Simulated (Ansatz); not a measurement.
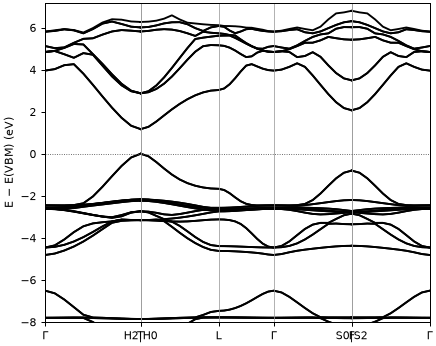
*Band structure from plane-wave PAW r²SCAN with spin–orbit coupling (Ansatz code)*

### Question
Read off the gap and where the band edges lie.

### Answer
About 1.2 eV (1.17 eV by a search for the band edges); maximum at T, minimum at T.

The material is CsPbCl₃ (cubic perovskite, Pm-3m).

This is a known high-temperature phase of the composition, computed here at zero pressure and temperature. The r²SCAN relaxation kept the symmetry of its start; its stability against distortions is not shown here.

Potentials: the later of the program's two PAW sets.
